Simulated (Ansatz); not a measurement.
AsGaH4···CH4

| atom | x (Å) | y (Å) | z (Å) |
| --- | --- | --- | --- |
| Ga | -1.0929 | -0.4287 | 0.5670 |
| C | 0.8216 | 1.6313 | -0.9143 |
| H | -2.0422 | -0.2973 | -0.6760 |
| H | -1.1516 | 0.6026 | 1.7488 |
| H | 1.1219 | 0.6169 | -0.6409 |
| As | 0.4964 | -2.2516 | 0.6585 |
| H | 1.5059 | 2.3353 | -0.4430 |
| H | 0.8673 | 1.7289 | -1.9980 |
| H | -0.1947 | 1.8540 | -0.5828 |
| H | -0.5255 | -3.2607 | 0.1583 |
| H | 0.1940 | -2.5307 | 2.1225 |

The product side of a reaction path; geometry: PBE0-D4/def2-TZVP.

The calculation used Ansatz, RKS PBE0-D4/def2-TZVPP.

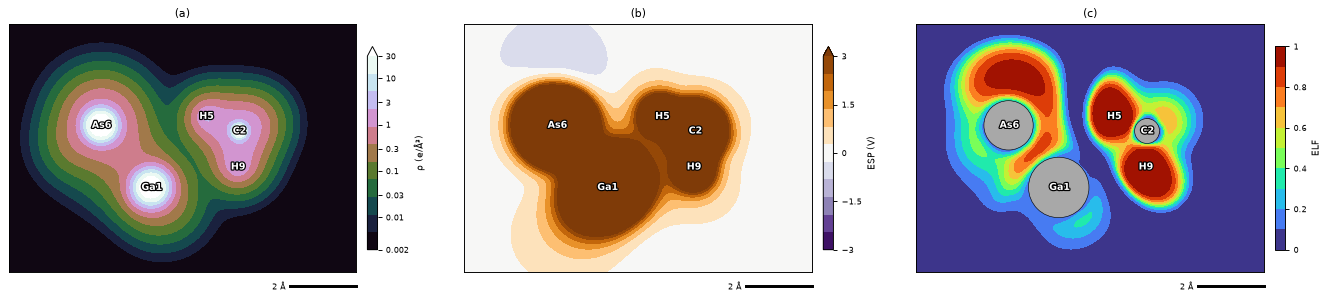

Figure 1. (a) total electron density; (b) molecular electrostatic potential; (c) electron localisation function on the plane of atoms H5, C2 and H9. Grey discs cover the atomic cores in the ELF map.

Interpret the plot.

Atoms in the plane: Ga, C, H and As.
Ga1···H9 (2.71 Å): the density falls to about 0.06 e/Å³ on the way; the ELF dips to about 0.05 between them.
Ga–As (2.42 Å): the density is about 0.56 e/Å³ at the midpoint; the ELF peaks at about 0.85 between the atoms, as expected for localised, covalent bonding.
C–H (1.09 Å): ρ is about 2 e/Å³ halfway; the ELF climbs to about 1 towards the hydrogen, as it does in any bond to H; a covalent bond by its length.
Outside the dense part of the complex the potential is most negative (−0.6 V) near As6.

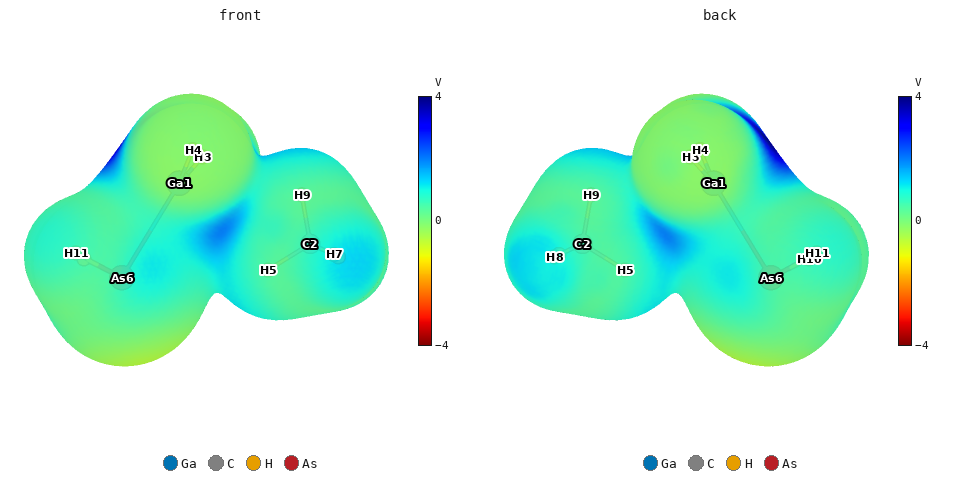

Figure 2. The molecular electrostatic potential painted on the density surface at 0.004 e/bohr³, seen from the front and from behind; the colour scale runs from red (negative) to blue (positive).

Describe the electrostatic potential map.

The most negative region (about −0.5 V) lies over As6, the most positive (about +3.6 V) over Ga1.

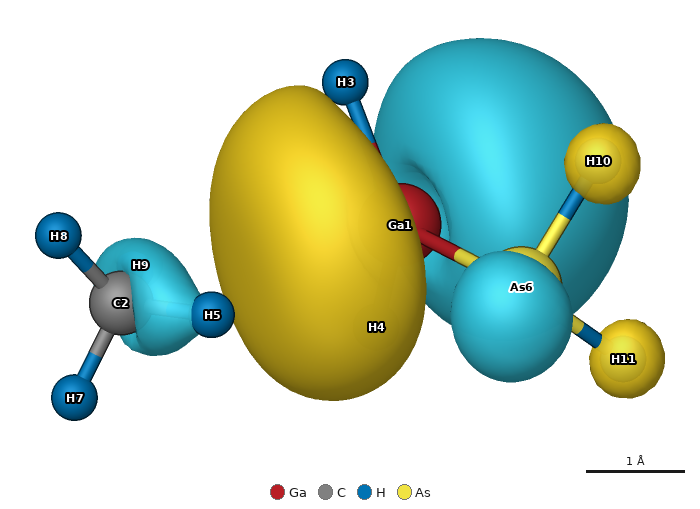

Figure 3. One frontier orbital at ±0.1 Å⁻³ᐟ² (yellow and cyan are the two phases), seen at an oblique angle.

Which orbital is it: HOMO or LUMO?

The LUMO, at −1.37 eV. Its weight (Hirshfeld) is mainly on Ga1 (about 65 %) and As6 (about 10 %).
